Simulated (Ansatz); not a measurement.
**CH4B2O2: an energy map over angle H9–O5–B4 and dihedral C2–B4–O5–H9**

How does the energy of CH4B2O2, SMILES BC1OB1O change over two coordinates at once? A grid of runs gives the map.

Computed with Ansatz 0.2.0. Level: RKS B3LYP-D4/def2-TZVP.

### Step 1. Where the work starts

SMILES `BC1OB1O`, 9 atoms, charge 0, spin multiplicity 1.

Atoms are counted from 1 here; the program's logs count them from 0.

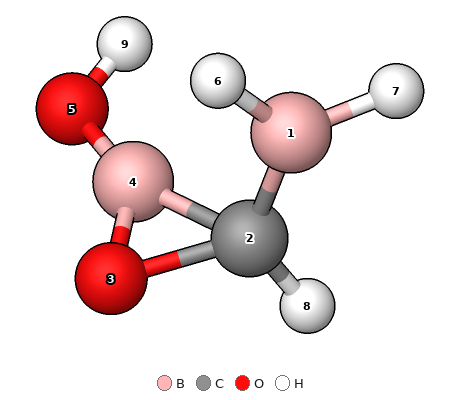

As it starts; boron pink, carbon grey, oxygen red, hydrogen white; atoms are numbered from 1 in the order of the file.

Geometry (Å):

```xyz
9
charge 0, multiplicity 1
B     0.0130   -0.7072   -1.2186
C     0.3667   -0.8218    0.2341
O     1.4340    0.1220    0.8202
B     0.2214    0.6651    0.7634
O    -0.4105    1.7932    1.1311
H     0.5794    0.0958   -1.9379
H    -0.9508   -1.3307   -1.6270
H     0.0995   -1.6217    0.9467
H    -1.3528    1.8053    0.8879
```

This geometry comes from a loose relaxation at PBE in a small basis, which is not shown.

### Step 2. Relaxing the molecule

input.yaml reads:

```yaml
crystal:
  periodic: [false, false, false]
  atoms:
    - { symbol: B, position_ang: [0.013027, -0.707172, -1.218625] }
    - { symbol: C, position_ang: [0.366723, -0.821773, 0.234059] }
    - { symbol: O, position_ang: [1.433988, 0.121972, 0.820174] }
    - { symbol: B, position_ang: [0.221359, 0.665061, 0.763424] }
    - { symbol: O, position_ang: [-0.410497, 1.793233, 1.131148] }
    - { symbol: H, position_ang: [0.579435, 0.095771, -1.93787] }
    - { symbol: H, position_ang: [-0.950758, -1.330746, -1.626979] }
    - { symbol: H, position_ang: [0.099479, -1.621686, 0.946736] }
    - { symbol: H, position_ang: [-1.352756, 1.805331, 0.887933] }
basis:
  gaussian: { orbitals: def2-TZVP }
hamiltonian:
  xc: { name: B3LYP }
  dispersion: d4
output:
  forces: true
relax:
  f_tol: 0.003
  max_steps: 120
```

Started as:

```
ansatz run input.yaml --threads 1 --pin off --max-ram 2560MiB --backend cpu --events-out ev --progress --plain --runs-dir out
```

What it wrote, cut to the lines that bear on the results:

```text
Warning: RAYON_NUM_THREADS=1 ignored (pool sized by the plan → 1); use --threads N
[...]
Functional definition: B3LYP
[...]
996 factors; their error is unknown
[...]
mean field -6552.38007058 eV, -240.7955262310 hartree, gradient 3.9e-5 eV, S^2 0.000000; 0 other end points of the search recorded, 0 dependent functions left out
[...]
reference -6552.38032504 eV, -240.7955355822 hartree; 18, 18 occupied and 161, 161 virtual orbitals, 996 factors
relax step   1: F+E_penalty+E_count = -6552.61580060 eV  Δ(F+E_penalty+E_count) = +0.000e0 eV  max|allowed force component| = 4.860e-1 eV/Å  Δτ_max = 0.0000 Å  (30 SCF iters, accepted)
[...]
relax step   4: F+E_penalty+E_count = -6552.66549477 eV  Δ(F+E_penalty+E_count) = +7.112e-4 eV  max|allowed force component| = 2.682e-1 eV/Å  Δτ_max = 0.1255 Å  (32 SCF iters, rejected (line search))
[...]
relax step   7: F+E_penalty+E_count = -6552.68530239 eV  Δ(F+E_penalty+E_count) = -2.447e-3 eV  max|allowed force component| = 1.562e-1 eV/Å  Δτ_max = 0.0362 Å  (35 SCF iters, accepted)
[...]
relax step  10: F+E_penalty+E_count = -6552.68620449 eV  Δ(F+E_penalty+E_count) = -8.870e-5 eV  max|allowed force component| = 5.628e-3 eV/Å  Δτ_max = 0.0075 Å  (36 SCF iters, accepted)
[...]
relax step  12: F+E_penalty+E_count = -6552.68620303 eV  Δ(F+E_penalty+E_count) = +2.618e-6 eV  max|allowed force component| = 7.667e-3 eV/Å  Δτ_max = 0.0016 Å  (36 SCF iters, rejected (line search))
[...]
relax step  13: F+E_penalty+E_count = -6552.68621074 eV  Δ(F+E_penalty+E_count) = -5.089e-6 eV  max|allowed force component| = 8.705e-4 eV/Å  Δτ_max = 0.0007 Å  (35 SCF iters, accepted)
996 factors; their error is unknown
mean field -6552.45459981 eV, -240.7982651298 hartree, gradient 1.8e-5 eV, S^2 0.000000; 1 other end points of the search recorded, 0 dependent functions left out
[...]
reference -6552.45485522 eV, -240.7982745161 hartree; 18, 18 occupied and 161, 161 virtual orbitals, 996 factors
Total energy: -6552.68646615 eV, -240.8067860605 hartree
Atom 0 at     0.037392    -0.785263    -1.296507 Å, force     0.000141    -0.000415     0.000067 eV/Å
Atom 1 at     0.244576    -0.704253     0.190812 Å, force     0.000489     0.000871     0.000411 eV/Å
Atom 2 at     1.403120     0.188251     0.740839 Å, force     0.000467    -0.000293    -0.000413 eV/Å
Atom 3 at     0.198061     0.715836     0.822879 Å, force    -0.000166     0.000032     0.000429 eV/Å
Atom 4 at    -0.398857     1.827922     1.269942 Å, force     0.000218     0.000447     0.000066 eV/Å
Atom 5 at     0.684760    -0.121783    -2.043758 Å, force    -0.000211     0.000089     0.000140 eV/Å
Atom 6 at    -0.854379    -1.463220    -1.707637 Å, force    -0.000198     0.000021    -0.000437 eV/Å
Atom 7 at     0.036980    -1.516534     0.881757 Å, force    -0.000346    -0.000470     0.000003 eV/Å
Atom 8 at    -1.351653     1.859035     1.141673 Å, force    -0.000393    -0.000281    -0.000267 eV/Å
Dipole moment:    -0.595624     0.010541     0.098728 e Å
```

Wall time 1.7 min (1 thread of Arm Neoverse V1, shared host); peak memory 0.34 GiB.

Along the way:

```tsv
step	energy from step 1 (eV)	largest force component (eV/Å)
1	0.0000	0.4860
2	-0.0383	0.2833
3	-0.0504	0.2845
4	-0.0497	0.2682
5	-0.0639	0.1550
6	-0.0671	0.2184
7	-0.0695	0.1562
8	-0.0703	0.0330
9	-0.0703	0.0296
10	-0.0704	0.0056
11	-0.0704	0.0068
12	-0.0704	0.0077
13	-0.0704	0.0009
```

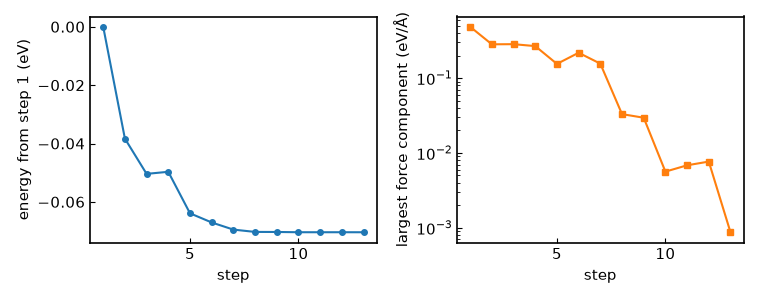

Energy and force, step by step.

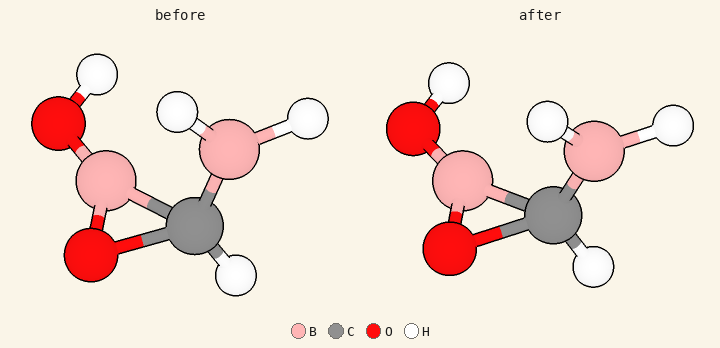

The geometry before (left) and after (right).

Close pairs (by a distance rule), those that changed most:

```tsv
bond	before (Å)	after (Å)	change (Å)
C2–B4	1.585	1.555	-0.030
B1–H6	1.218	1.191	-0.027
B1–H7	1.218	1.193	-0.025
C2–O3	1.541	1.562	+0.022
C2–H8	1.104	1.086	-0.018
O3–B4	1.330	1.318	-0.012
O5–H9	0.973	0.962	-0.011
B4–O5	1.344	1.339	-0.005
```

### Step 3. Setting up the map

- angle H9–O5–B4: 9 values from 80.1 to 150.1 °
- dihedral C2–B4–O5–H9: 9 values from −180 to 140 °, periodic

Nothing else is relaxed (all other coordinates rigid). Energies count from the relaxed molecule at the same level. Points are written as (first, second).

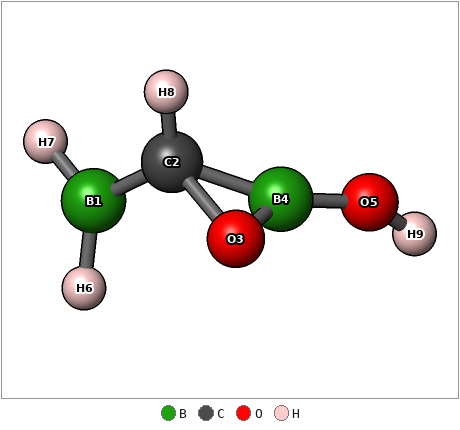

The geometry at (150.1°, −100°).

Of the runs on the grid, 3 are shown in the steps below; the others differ only in the two coordinates.

### Step 4. Grid point (150.1°, −100°)

input.yaml reads:

```yaml
crystal:
  periodic: [false, false, false]
  atoms:
    - { symbol: B, position_ang: [0.037392, -0.785263, -1.296507] }
    - { symbol: C, position_ang: [0.244576, -0.704253, 0.190812] }
    - { symbol: O, position_ang: [1.40312, 0.188251, 0.740839] }
    - { symbol: B, position_ang: [0.198061, 0.715836, 0.822879] }
    - { symbol: O, position_ang: [-0.398857, 1.827922, 1.269942] }
    - { symbol: H, position_ang: [0.68476, -0.121783, -2.043758] }
    - { symbol: H, position_ang: [-0.854379, -1.46322, -1.707637] }
    - { symbol: H, position_ang: [0.03698, -1.516534, 0.881757] }
    - { symbol: H, position_ang: [-0.659609, 2.744522, 1.139206] }
basis:
  gaussian: { orbitals: def2-TZVP }
hamiltonian:
  xc: { name: B3LYP }
  dispersion: d4
output:
  forces: true
```

Started as:

```
ansatz run input.yaml --threads 1 --pin off --max-ram 2560MiB --backend cpu --events-out ev --progress --plain --runs-dir out
```

What it wrote, cut to the lines that bear on the results:

```text
Warning: RAYON_NUM_THREADS=1 ignored (pool sized by the plan → 1); use --threads N
[...]
[... 1 set-up line as earlier in the session ...]
[...]
996 factors; their error is unknown
[...]
mean field -6551.99214518 eV, -240.7812702358 hartree, gradient 4.0e-5 eV, S^2 0.000000; 0 other end points of the search recorded, 0 dependent functions left out
[...]
reference -6551.99240197 eV, -240.7812796723 hartree; 18, 18 occupied and 161, 161 virtual orbitals, 996 factors
Total energy: -6552.22187331 eV, -240.7897125886 hartree
Atom 0 at     0.037392    -0.785263    -1.296507 Å, force    -0.037048    -0.013303     0.033924 eV/Å
Atom 1 at     0.244576    -0.704253     0.190812 Å, force    -0.090775    -0.098301     0.028140 eV/Å
Atom 2 at     1.403120     0.188251     0.740839 Å, force     0.057807    -0.126389     0.019215 eV/Å
Atom 3 at     0.198061     0.715836     0.822879 Å, force    -0.135954     1.384912    -0.053584 eV/Å
Atom 4 at    -0.398857     1.827922     1.269942 Å, force    -0.244419    -0.458120     0.305566 eV/Å
Atom 5 at     0.684760    -0.121783    -2.043758 Å, force     0.017806    -0.001097    -0.009183 eV/Å
Atom 6 at    -0.854379    -1.463220    -1.707637 Å, force     0.000527     0.012295    -0.003663 eV/Å
Atom 7 at     0.036980    -1.516534     0.881757 Å, force     0.010420    -0.010571    -0.010507 eV/Å
Atom 8 at    -0.659609     2.744522     1.139206 Å, force     0.421636    -0.689427    -0.309909 eV/Å
Dipole moment:    -0.362336     0.364751     0.093450 e Å
```

Run time: 7 s. Hardware: 1 thread of Arm Neoverse V1, shared host; peak memory 0.33 GiB.

That is 45 kJ/mol from the zero.

### Step 5. Point (141.3°, −180°)

input.yaml: that of step 4 with these lines changed.

```diff
@@ -11,3 +11,3 @@
     - { symbol: H, position_ang: [0.03698, -1.516534, 0.881757] }
-    - { symbol: H, position_ang: [-0.659609, 2.744522, 1.139206] }
+    - { symbol: H, position_ang: [-0.197199, 2.679725, 1.668696] }
 basis:
```

Started as:

```
ansatz run input.yaml --threads 1 --pin off --max-ram 2560MiB --backend cpu --events-out ev --progress --plain --runs-dir out
```

What it wrote, cut to the lines that bear on the results:

```text
Warning: RAYON_NUM_THREADS=1 ignored (pool sized by the plan → 1); use --threads N
[...]
[... 1 set-up line as earlier in the session ...]
[...]
996 factors; their error is unknown
[...]
mean field -6552.21129490 eV, -240.7893238393 hartree, gradient 1.2e-5 eV, S^2 0.000000; 0 other end points of the search recorded, 0 dependent functions left out
[...]
reference -6552.21155286 eV, -240.7893333191 hartree; 18, 18 occupied and 161, 161 virtual orbitals, 996 factors
Total energy: -6552.44121325 eV, -240.7977731829 hartree
Atom 0 at     0.037392    -0.785263    -1.296507 Å, force    -0.066106     0.021948    -0.058870 eV/Å
Atom 1 at     0.244576    -0.704253     0.190812 Å, force    -0.076124     0.134625     0.143840 eV/Å
Atom 2 at     1.403120     0.188251     0.740839 Å, force     0.168643    -0.317377    -0.141329 eV/Å
Atom 3 at     0.198061     0.715836     0.822879 Å, force     0.423876     1.309625     0.662537 eV/Å
Atom 4 at    -0.398857     1.827922     1.269942 Å, force    -1.191735    -0.534661    -0.415737 eV/Å
Atom 5 at     0.684760    -0.121783    -2.043758 Å, force     0.018347    -0.015097    -0.000475 eV/Å
Atom 6 at    -0.854379    -1.463220    -1.707637 Å, force     0.010536     0.007963    -0.000325 eV/Å
Atom 7 at     0.036980    -1.516534     0.881757 Å, force    -0.002211    -0.001015    -0.009744 eV/Å
Atom 8 at    -0.197199     2.679725     1.668696 Å, force     0.714774    -0.606011    -0.179897 eV/Å
Dipole moment:    -0.175120     0.308040     0.283550 e Å
```

Wall time 7.7 s (1 thread of Arm Neoverse V1, shared host); peak memory 0.33 GiB.

Energy on the map's scale: 24 kJ/mol.

### Step 6. Grid point (115.1°, −180°)

input.yaml: that of step 5 with these lines changed.

```diff
@@ -11,3 +11,3 @@
     - { symbol: H, position_ang: [0.03698, -1.516534, 0.881757] }
-    - { symbol: H, position_ang: [-0.197199, 2.679725, 1.668696] }
+    - { symbol: H, position_ang: [0.196011, 2.497506, 1.620697] }
 basis:
```

Started as:

```
ansatz run input.yaml --threads 1 --pin off --max-ram 2560MiB --backend cpu --events-out ev --progress --plain --runs-dir out
```

What it wrote, cut to the lines that bear on the results:

```text
Warning: RAYON_NUM_THREADS=1 ignored (pool sized by the plan → 1); use --threads N
[...]
[... 1 set-up line as earlier in the session ...]
[...]
996 factors; their error is unknown
[...]
mean field -6552.45382296 eV, -240.7982365810 hartree, gradient 4.4e-5 eV, S^2 0.000000; 0 other end points of the search recorded, 0 dependent functions left out
[...]
reference -6552.45407784 eV, -240.7982459478 hartree; 18, 18 occupied and 161, 161 virtual orbitals, 996 factors
Total energy: -6552.68498464 eV, -240.8067316161 hartree
Atom 0 at     0.037392    -0.785263    -1.296507 Å, force    -0.060511     0.027887    -0.071660 eV/Å
Atom 1 at     0.244576    -0.704253     0.190812 Å, force    -0.087581     0.170436     0.173518 eV/Å
Atom 2 at     1.403120     0.188251     0.740839 Å, force     0.236694    -0.223633    -0.104627 eV/Å
Atom 3 at     0.198061     0.715836     0.822879 Å, force     0.132705     0.166534     0.129745 eV/Å
Atom 4 at    -0.398857     1.827922     1.269942 Å, force    -0.391112    -0.173546    -0.192596 eV/Å
Atom 5 at     0.684760    -0.121783    -2.043758 Å, force     0.016234    -0.014944     0.000895 eV/Å
Atom 6 at    -0.854379    -1.463220    -1.707637 Å, force     0.016705     0.007695     0.005068 eV/Å
Atom 7 at     0.036980    -1.516534     0.881757 Å, force     0.007007     0.006272    -0.006867 eV/Å
Atom 8 at     0.196011     2.497506     1.620697 Å, force     0.129858     0.033300     0.066524 eV/Å
Dipole moment:    -0.051331     0.207659     0.244779 e Å
```

It took 7.3 s on 1 thread of Arm Neoverse V1, shared host; peak memory 0.33 GiB.

That is 0.14 kJ/mol from the zero.

### Step 7. All points together

81 points were computed. Energies in kJ/mol, from the relaxed molecule at the same level:

| dihedral C2–B4–O5–H9 (°) ↓, angle H9–O5–B4 (°) → | 80.1 | 88.8 | 97.6 | 106.3 | 115.1 | 123.8 | 132.6 | 141.3 | 150.1 |
| --- | --- | --- | --- | --- | --- | --- | --- | --- | --- |
| 140 | 79 | 47 | 26 | 14 | 11 | 13 | 20 | 29 | 39 |
| 100 | 98 | 67 | 47 | 34 | 29 | 29 | 32 | 38 | 45 |
| 60 | 94 | 63 | 41 | 29 | 24 | 24 | 28 | 35 | 43 |
| 20 | 74 | 42 | 20 | 8 | 4 | 7 | 14 | 25 | 36 |
| −20 | 73 | 40 | 18 | 6 | 2 | 5 | 13 | 23 | 35 |
| −60 | 90 | 59 | 37 | 25 | 20 | 21 | 26 | 33 | 41 |
| −100 | 99 | 68 | 47 | 35 | 29 | 29 | 33 | 38 | 45 |
| −140 | 82 | 50 | 29 | 18 | 14 | 16 | 22 | 31 | 40 |
| −180 | 68 | 35 | 14 | 3 | 0 | 4 | 13 | 24 | 36 |

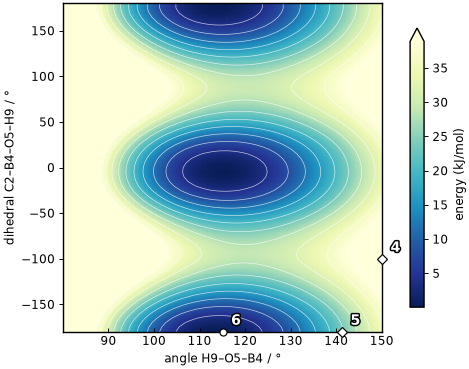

The map; numbers mark the steps of this session that print a point's run. In the figure: a smooth colour map, one colour for all values above the top of the scale.

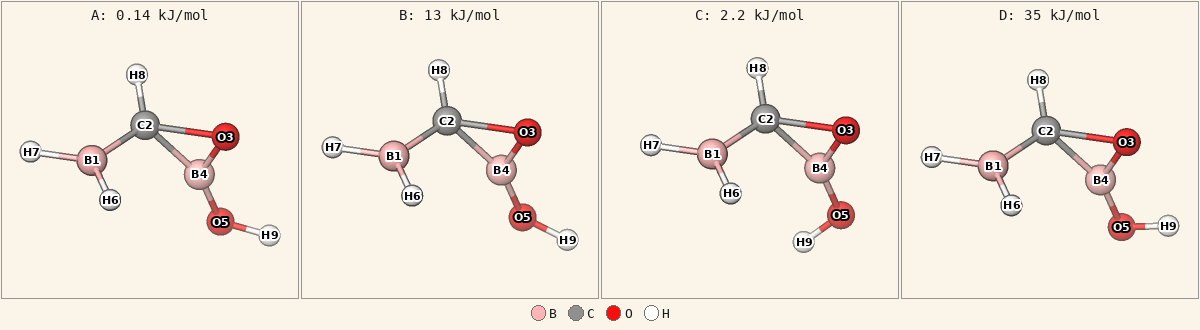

Structures on the grid, at one scale: A at (115.1°, −180°); B at (132.6°, −180°); C at (115.1°, −20°); D at (88.8°, −180°).

The largest force on an atom (eV/Å) at each point:

```csv
"dihedral C2–B4–O5–H9 (°) ↓, angle H9–O5–B4 (°) →",80.1,88.8,97.6,106.3,115.1,123.8,132.6,141.3,150.1
140,3.07,2.12,1.32,0.71,0.65,0.87,1.12,1.43,1.64
100,3.02,2.09,1.43,0.89,0.52,0.56,0.85,1.15,1.41
60,3.04,2.12,1.44,0.86,0.43,0.43,0.74,1.05,1.31
20,3.04,2.10,1.31,0.65,0.26,0.49,0.87,1.17,1.39
−20,3.04,2.09,1.30,0.62,0.18,0.49,0.89,1.20,1.42
−60,3.06,2.12,1.39,0.79,0.38,0.46,0.78,1.09,1.35
−100,3.03,2.09,1.42,0.88,0.51,0.53,0.82,1.13,1.39
−140,3.07,2.12,1.34,0.72,0.67,0.85,1.06,1.37,1.60
−180,3.10,2.11,1.27,0.58,0.47,0.86,1.21,1.53,1.74
```

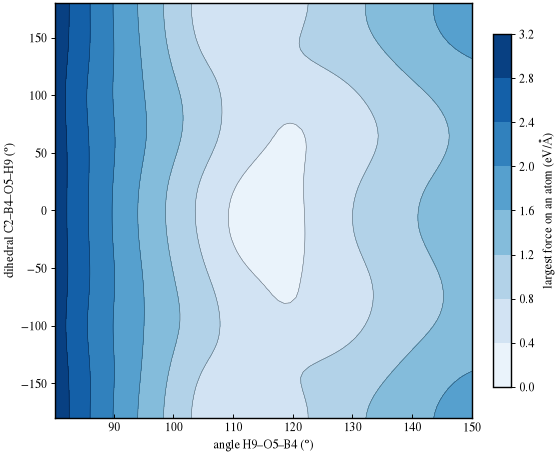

The largest force on an atom over the grid. Drawn: filled contours. Between grid points the surface is interpolated.

On the same grid, dipole moment (D):

```csv
"dihedral C2–B4–O5–H9 (°) ↓, angle H9–O5–B4 (°) →",80.1,88.8,97.6,106.3,115.1,123.8,132.6,141.3,150.1
140,1.60,1.74,1.88,2.01,2.14,2.27,2.41,2.55,2.69
100,2.14,2.29,2.43,2.55,2.67,2.77,2.87,2.94,3.01
60,2.44,2.59,2.72,2.84,2.95,3.05,3.13,3.18,3.21
20,2.53,2.66,2.79,2.90,3.01,3.09,3.16,3.22,3.24
−20,2.28,2.41,2.53,2.65,2.76,2.86,2.96,3.03,3.09
−60,1.71,1.82,1.95,2.09,2.24,2.39,2.54,2.68,2.81
−100,0.99,1.12,1.29,1.47,1.67,1.88,2.10,2.31,2.51
−140,0.44,0.67,0.90,1.12,1.36,1.59,1.84,2.08,2.33
−180,0.87,1.03,1.20,1.38,1.56,1.76,1.96,2.18,2.40
```

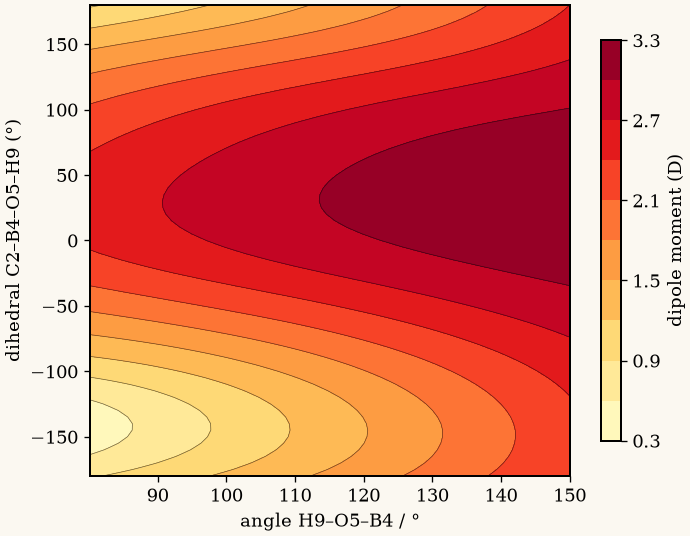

The dipole moment over the grid. In the figure: filled contours. Between grid points the surface is interpolated.

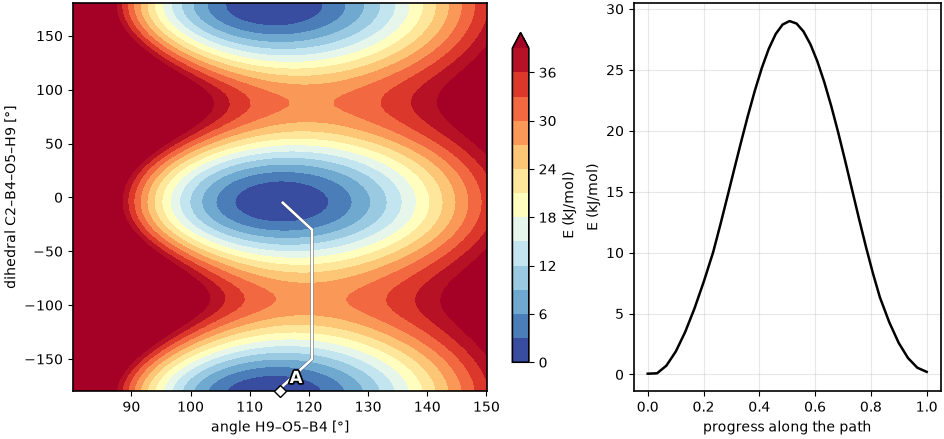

The easiest path on the interpolated surface, from A. In the figure: filled contours, a line along the lowest path, one colour for all values above the top of the scale, the energy along the path at the right. Between grid points the surface is interpolated.

### Step 8. Outcome

| quantity | value |
| --- | --- |
| lowest point | (115.1°, −180°), 0.14 kJ/mol |
| highest computed point | (80.1°, −100°), 99 kJ/mol above the lowest |
| largest force on an atom (eV/Å) | 0.18 at (115.1°, −20°) to 3.10 at (80.1°, −180°); 0.47 at the lowest point |
| dipole moment (D) | 0.44 at (80.1°, −140°) to 3.24 at (150.1°, 20°); 1.56 at the lowest point |
| time for the whole task | 12 min on 1 thread, shared host |

The lowest computed point is at (115.1°, −180°), 0.14 kJ/mol from the relaxed molecule at the same level; the map holds 2 wells of about this depth. No other kind of well shows on this grid. The highest computed point, (80.1°, −100°), lies 99 kJ/mol above the lowest. On the interpolated surface the easiest way out of the lowest well to the well at (115.1°, −20°) passes a barrier of about 29 kJ/mol. Round the minimum the two coordinates are nearly uncoupled.
